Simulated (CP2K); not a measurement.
# Si2PH6Cl (SMILES [SiH3][SiH](P)Cl): GFN2-xTB

Aim: the vertical electron affinity of Si2PH6Cl at GFN2-xTB, from 2 runs. 

The calculation is run with CP2K 2026.2.

2 further runs of the same task are left out: 1 that didn't finish, 1 set aside as unsound or not needed.

**1. Starting point**

The species is Si2PH6Cl (10 atoms), meant as a singlet with charge 0. As SMILES, `[SiH3][SiH](P)Cl`. Geometry: relaxed at GFN2-xTB. This is one conformer, not always the lowest.

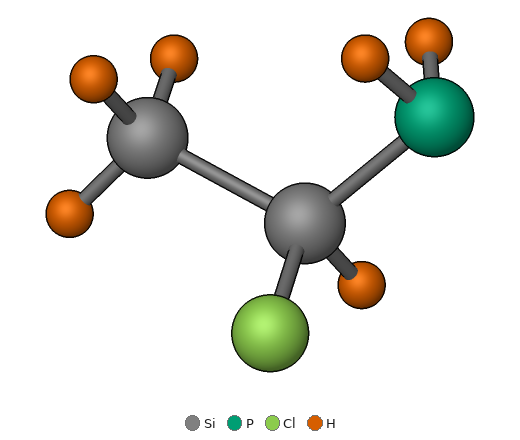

The structure, seen from a chosen angle (silicon grey, phosphorus teal, chlorine green, hydrogen orange).

**2. Energy and gradient at GFN2-xTB**

Input file molecule.inp:

```
&global
   project_name molecule
   run_type ENERGY_FORCE
   print_level MEDIUM
&end global
&force_eval
   method QS
   &dft
      &qs
         method XTB
         eps_default 1.0E-10
         &xtb
            gfn_type TBLITE
            &tblite
               method GFN2
            &end tblite
            check_atomic_charges F
         &end xtb
      &end qs
      &poisson
         periodic NONE
         poisson_solver ANALYTIC
      &end poisson
      &scf
         scf_guess ATOMIC
         eps_scf 1.0E-07
         max_scf 150
         added_mos 4
         &diagonalization
            algorithm STANDARD
         &end diagonalization
         &mixing
            method DIRECT_P_MIXING
            alpha 0.4
         &end mixing
         &smear ON
            method FERMI_DIRAC
            electronic_temperature [K] 300
         &end smear
      &end scf
      &print
         &moments
            periodic F
            reference COM
            max_moment 1
         &end moments
         &mo ON
            energies T
            occupation_numbers T
            ndigits 6
            &each
               qs_scf 0
            &end each
            add_last NUMERIC
         &end mo
         &hirshfeld OFF
         &end hirshfeld
      &end print
   &end dft
   &subsys
      &cell
         abc 12.8 12.7 11.9
         periodic NONE
      &end cell
      &coord
         Si    -1.053920     1.191930     0.282460
         Si    -0.058700    -0.669810    -0.719260
         P      1.946290    -1.307390     0.087190
         Cl    -1.258600    -2.307660    -0.528970
         H     -1.279650     0.989510     1.717020
         H     -0.174370     2.356810     0.146650
         H     -2.341280     1.527510    -0.325650
         H      0.171900    -0.532660    -2.165380
         H      1.580270    -1.222180     1.420180
         H      2.468060    -0.026060     0.085760
      &end coord
      &topology
         &center_coordinates
         &end center_coordinates
      &end topology
   &end subsys
   # extra output
   &print
      &forces ON
      &end forces
   &end print
&end force_eval
```

On the command line:

```console
$ OMP_NUM_THREADS=1 cp2k.psmp molecule.inp > molecule.out
```

The log of the run, cut to the lines that bear on the results:

```text
CP2K| version string:                                       CP2K version 2026.2
[...]
 GLOBAL| Method name                                                        CP2K
[...]
 GLOBAL| Run type                                                   ENERGY_FORCE
[...]
                             - Atoms:                                         10
[...]
                             - Spherical basis functions:                     42
[...]
 Number of electrons:                                                         26
[...]
  *** SCF run converged in    24 steps ***
[...]
  Fermi energy:                                                -0.26559571251171
[...]
 TB_DIPOLE| Moment [Debye]         -0.81018241       3.47585031       0.00047407
 TB_DIPOLE| Derivative [a.u.]       0.00000000       0.00000000       0.00000000
[...]
 ENERGY| Total FORCE_EVAL ( QS ) energy [hartree]            -13.615641071372130
 FORCES| Atomic forces [hartree/bohr]
 FORCES|   Atom     x               y               z               |f|
 FORCES|      1 -5.94016597E-06  1.30068627E-05  3.83049403E-05   4.08868255E-05
 FORCES|      2  3.12737040E-05  4.37506358E-05 -6.17496520E-05   8.18851770E-05
 FORCES|      3 -2.99276398E-05 -1.01711179E-04  2.67077916E-05   1.09334961E-04
 FORCES|      4 -4.56860417E-06  3.60045172E-05  4.23375662E-05   5.57643875E-05
 FORCES|      5 -2.00281749E-05  8.11971848E-06  8.39621274E-06   2.31852109E-05
 FORCES|      6 -5.63535124E-05 -4.15282073E-05 -1.95143690E-05   7.26713215E-05
 FORCES|      7  1.43832252E-05 -1.41316894E-05 -2.83620033E-05   3.47992104E-05
 FORCES|      8  1.26649362E-05  2.72285824E-05  4.18422224E-05   5.15030862E-05
 FORCES|      9  4.37933609E-05  1.91000375E-05 -6.13891889E-05   7.77901177E-05
 FORCES|     10  1.47028710E-05  1.01607220E-05  1.34264799E-05   2.23536362E-05
 FORCES| Sum     1.24886538E-16 -2.68882139E-17  4.30546847E-17
 FORCES| Total atomic force                                       1.34808491E-16
[...]
```

Wall time 0.26 s (1 thread of Arm Neoverse V2, shared host).

**3. The doublet anion at the same level**

Input file qs.inp:

```
&global
    project qs
    run_type ENERGY_FORCE
    print_level MEDIUM
&end global

&force_eval
    method Quickstep
    &dft
        charge -1
        multiplicity 2
        uks T
        &qs
            method XTB
            eps_default 1.0E-10
            &xtb
                gfn_type TBLITE
                &tblite
                    method GFN2
                &end tblite
                check_atomic_charges F
            &end xtb
        &end qs
        &poisson
            periodic NONE
            poisson_solver ANALYTIC
        &end poisson
        &scf
            scf_guess ATOMIC
            eps_scf 1.0E-07
            max_scf 150
            added_mos 8
            &diagonalization
                algorithm STANDARD
            &end diagonalization
            &mixing
                method DIRECT_P_MIXING
                alpha 0.4
            &end mixing
        &end scf
        # extra output
        &print
            &moments
                periodic F
                reference COM
                max_moment 1
            &end moments
            &mo ON
                energies T
                occupation_numbers T
                ndigits 6
                &each
                    qs_scf 0
                &end each
                add_last NUMERIC
            &end mo
            &hirshfeld OFF
            &end hirshfeld
        &end print
    &end dft
    &subsys
        &cell
            abc [angstrom] 12.8 12.7 11.9
            periodic NONE
        &end cell
        &coord
            Si    -1.053920     1.191930     0.282460
            Si    -0.058700    -0.669810    -0.719260
            P      1.946290    -1.307390     0.087190
            Cl    -1.258600    -2.307660    -0.528970
            H     -1.279650     0.989510     1.717020
            H     -0.174370     2.356810     0.146650
            H     -2.341280     1.527510    -0.325650
            H      0.171900    -0.532660    -2.165380
            H      1.580270    -1.222180     1.420180
            H      2.468060    -0.026060     0.085760
        &end coord
        &topology
            &center_coordinates
            &end center_coordinates
        &end topology
    &end subsys
    # extra output
    &print
        &forces ON
        &end forces
    &end print
&end force_eval
```

On the command line:

```console
$ OMP_NUM_THREADS=1 cp2k.psmp -i qs.inp -o qs.out
```

The log of the run, cut to the lines that bear on the results:

```text
CP2K| version string:                                       CP2K version 2026.2
[...]
 GLOBAL| Method name                                                        CP2K
[...]
 GLOBAL| Run type                                                   ENERGY_FORCE
[...]
                             - Atoms:                                         10
[...]
                             - Spherical basis functions:                     42
[...]
 Number of electrons:                                                         14
[...]
  *** SCF run converged in    31 steps ***
[...]
  Fermi energy:                                                -0.05939043518040
[...]
 TB_DIPOLE| Moment [Debye]         -3.79634477       1.93554429      -0.83779411
 TB_DIPOLE| Derivative [a.u.]       0.00000000       0.00000000       0.00000000
[...]
 ENERGY| Total FORCE_EVAL ( QS ) energy [hartree]            -13.761076671649986
 FORCES| Atomic forces [hartree/bohr]
 FORCES|   Atom     x               y               z               |f|
 FORCES|      1  9.31806421E-03 -6.09114414E-03 -3.02365675E-02   3.22207755E-02
 FORCES|      2  1.20222232E-03  2.40567987E-02  2.98472079E-02   3.83540183E-02
 FORCES|      3  1.93168836E-02 -6.39312094E-03 -1.52455919E-02   2.54252249E-02
 FORCES|      4 -1.48025941E-02 -1.73828508E-02 -8.40327964E-03   2.43289006E-02
 FORCES|      5 -2.95782518E-03 -6.24030355E-04  1.00919269E-02   1.05349482E-02
 FORCES|      6 -8.48677400E-04  3.66003665E-03  4.10784410E-03   5.56691160E-03
 FORCES|      7 -5.37486588E-03  3.61999459E-03  5.08707824E-03   8.23844094E-03
 FORCES|      8 -4.74590895E-05 -4.89086709E-03 -4.63233209E-03   6.73656692E-03
 FORCES|      9 -4.02054747E-03  4.74908222E-03  6.50250941E-03   9.00006736E-03
 FORCES|     10 -1.78520100E-03 -7.03898831E-04  2.88120459E-03   3.46175621E-03
 FORCES| Sum     6.26668856E-17 -1.18069617E-16 -5.63785130E-18
 FORCES| Total atomic force                                       1.33788483E-16
[...]
```

It took 0.3 s on 1 thread of Arm Neoverse V2, shared host.

**4. Outcome**

At GFN2-xTB:

| quantity | value |
| --- | --- |
| singlet Si2PH6Cl: total energy | -13.61564 Eh |
| singlet Si2PH6Cl: dipole moment (from atomic charges alone) | 3.57 D |
| singlet Si2PH6Cl: HOMO energy | -10.27 eV |
| singlet Si2PH6Cl: LUMO energy | -6.33 eV |
| singlet Si2PH6Cl: HOMO–LUMO gap | 3.94 eV |
| singlet Si2PH6Cl: largest force on an atom | 0.006 eV/Å |
| doublet anion: total energy | -13.76108 Eh |
| doublet anion: HOMO energy (highest over α and β) | -1.67 eV |
| doublet anion: LUMO energy (lowest over α and β) | -1.56 eV |
| doublet anion: largest force on an atom | 1.972 eV/Å |
| vertical electron affinity (to the doublet anion) | 3.958 eV |

**Reading.** At fixed nuclei the extra electron is bound by 3.96 eV (382 kJ/mol). A minimal valence basis can't be trusted even for the sign of an electron affinity. xTB total energies overstate such differences by several eV unless an empirical shift is taken off; none is applied here. The dipole (singlet Si2PH6Cl) comes from point charges on the atoms alone, without atomic dipoles, so it is partial.
